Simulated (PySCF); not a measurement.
Run report: C₆H₈AsN, excited-state calculation

System: C₆H₈AsN, SMILES [AsH2]Cc1ccncc1.
Method: TDDFT wB97X-D/def2-SVPD, vertical, gas phase, core orbitals frozen in the response (PySCF 2.14.0).

The geometry comes from this level: PBE0-D3(BJ)/def2-SVP. It belongs to a series of runs on one base structure; here: H on C replaced by 4-pyridyl.

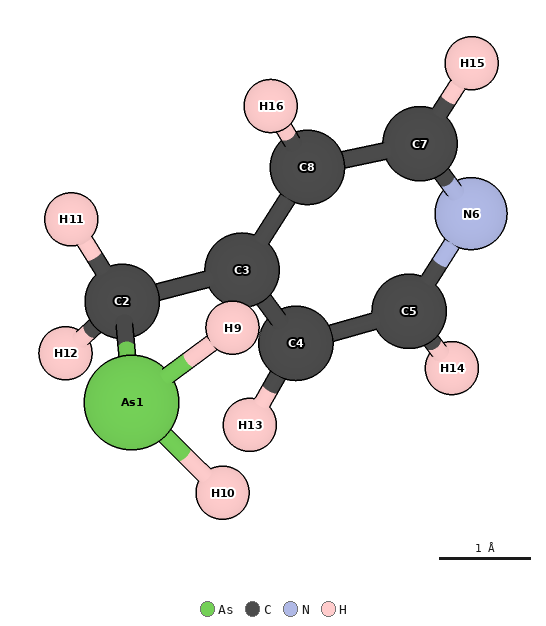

*The structure (ball-and-stick view, seen at a tilt; atoms are numbered from 1 in the order of the input).*

Bond lengths as drawn: As–C 1.99 Å, As–H 1.53 Å, C–C 1.39 to 1.49 Å, C–H 1.09 to 1.10 Å and C–N 1.33 Å.

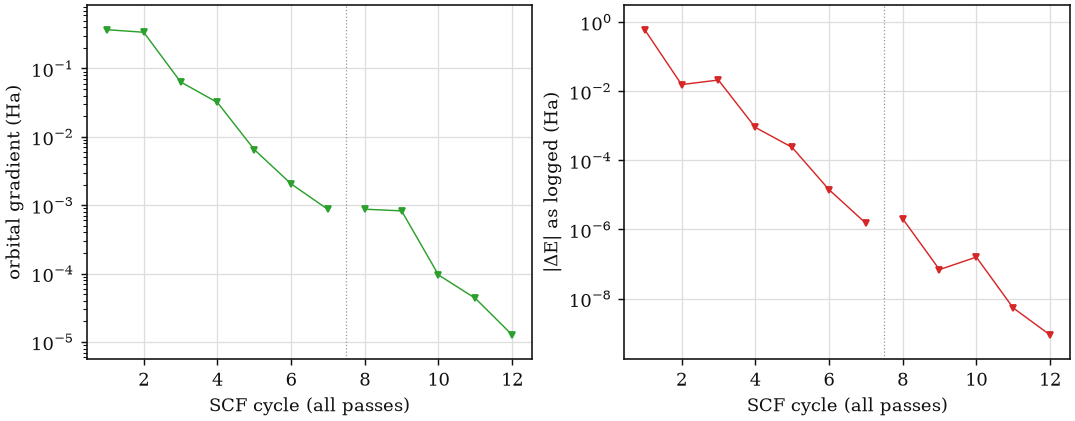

*Convergence of the self-consistent field: orbital gradient and size of the energy change against the SCF cycle. The dotted line marks the change from a coarse to the final integration grid.*

The first 7 cycles use a coarse grid, the final grid takes over at cycle 8, and the field converges after 12 cycles in all.

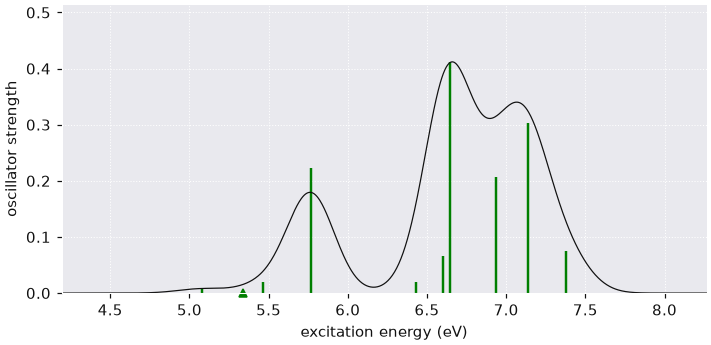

*Computed excitations as sticks (degenerate states added up, dark ones marked on the axis), with a Gaussian envelope of 0.35 eV full width at half maximum, scaled to the tallest.*

Of the 10 states the lowest lies at 5.08 eV (f = 0.010); the strongest line is at 6.64 eV, or 187 nm (f = 0.412).

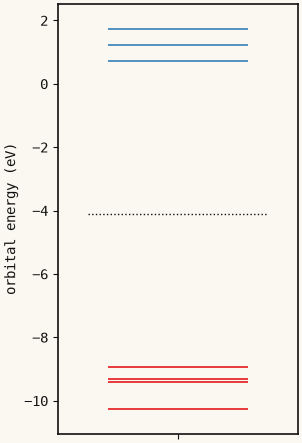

*Orbital energies near the frontier; the dotted line parts filled from empty levels, and levels within 0.02 eV of each other stand side by side.*

Highest filled −8.93 eV, lowest empty 0.72 eV, 9.65 eV apart.

The input and output of the run follow.

## Input
```
{"job": {"kind": "uv", "xc": "wB97X-D", "basis": "def2-SVPD", "ip": true}, "charge": 0, "multiplicity": 1}
As     2.886310    -0.502498    -0.282931
C      1.142144    -0.504621    -1.249641
C     -0.031530    -0.110398    -0.419007
C     -0.458186     1.219704    -0.334712
C     -1.544222     1.538117     0.477543
N     -2.220050     0.643373     1.193661
C     -1.819089    -0.623199     1.114089
C     -0.746356    -1.048734     0.334640
H      2.353291    -1.228682     0.948276
H      2.669259     0.861591     0.364910
H      1.024655    -1.520799    -1.654568
H      1.276011     0.177398    -2.102342
H      0.052064     2.004587    -0.899328
H     -1.885661     2.577801     0.547494
H     -2.386030    -1.352433     1.704979
H     -0.470637    -2.106486     0.313566
```

The first line tells a small driver script what to run in PySCF; the rest is the geometry in Å.

Command:
```bash
OMP_NUM_THREADS=1 python <driver script> task.json out
```

## Log
```
coarse grid: 63312 points
cycle   1  E = -2523.5196765600  dE =  6.003e-01  |g| = 3.695e-01  |ddm| = 8.735e+00
cycle   2  E = -2523.5352103671  dE = -1.553e-02  |g| = 3.390e-01  |ddm| = 3.041e+00
cycle   3  E = -2523.5562013105  dE = -2.099e-02  |g| = 6.366e-02  |ddm| = 2.117e+00
cycle   4  E = -2523.5570991959  dE = -8.979e-04  |g| = 3.185e-02  |ddm| = 3.736e-01
cycle   5  E = -2523.5573365391  dE = -2.373e-04  |g| = 6.521e-03  |ddm| = 1.333e-01
cycle   6  E = -2523.5573507884  dE = -1.425e-05  |g| = 2.052e-03  |ddm| = 3.221e-02
cycle   7  E = -2523.5573523077  dE = -1.519e-06  |g| = 8.667e-04  |ddm| = 1.036e-02
final grid: 134296 points
cycle   8  E = -2523.5574200450  dE = -2.045e-06  |g| = 8.742e-04  |ddm| = 2.682e-02
cycle   9  E = -2523.5574201140  dE = -6.898e-08  |g| = 8.258e-04  |ddm| = 6.405e-03
cycle  10  E = -2523.5574202730  dE = -1.590e-07  |g| = 9.547e-05  |ddm| = 2.965e-03
cycle  11  E = -2523.5574202784  dE = -5.393e-09  |g| = 4.343e-05  |ddm| = 5.715e-04
cycle  12  E = -2523.5574202793  dE = -8.913e-10  |g| = 1.266e-05  |ddm| = 2.297e-04
converged SCF energy = -2523.5574202793

Static polarisability (au): isotropic 107.895, principal 80.935 106.421 136.328

Singlet excitations
state   eV       nm        f      main configurations
  1   5.0777    244.2   0.00956   H-1->L 0.83
  2   5.3361    232.3   0.00014   H-1->L+1 0.87, H->L+1 0.10
  3   5.4672    226.8   0.01958   H-2->L 0.58, H->L+1 0.23, H-3->L+1 0.08
  4   5.7653    215.1   0.22233   H->L 0.78
  5   6.4310    192.8   0.01939   H->L+2 0.58, H-2->L+1 0.20, H-3->L 0.12
  6   6.6006    187.8   0.06654   H->L+1 0.50, H-2->L 0.24, H->L+3 0.17
  7   6.6449    186.6   0.41199   H-2->L+1 0.37, H->L+2 0.25, H-3->L 0.13
  8   6.9348    178.8   0.20730   H->L+3 0.70, H->L+1 0.09, H-2->L 0.08
  9   7.1375    173.7   0.30328   H-3->L 0.40, H-2->L+1 0.30, H->L+4 0.14
 10   7.3810    168.0   0.07551   H->L+4 0.56, H-3->L 0.22

Triplet excitations (Tamm-Dancoff, eV): 4.2209 4.4399 4.7395 4.7764
Vertical ionisation energy (delta-SCF) = 9.0696 eV
```

## Key numbers

- outcome: converged
- total energy: −2523.557420 hartree
- HOMO: −8.93 eV
- LUMO: 0.72 eV
- dipole moment: 2.27 D
- mean polarisability: 107.90 a.u.
- vertical ionisation energy: 9.07 eV
- lowest singlet excitation: 5.08 eV
- hardware: 1 CPU thread, shared host
- wall time: 10 min
- peak memory: 1.3 GiB

## Notes

Spin–orbit coupling is left out, which matters for the heavy atoms.
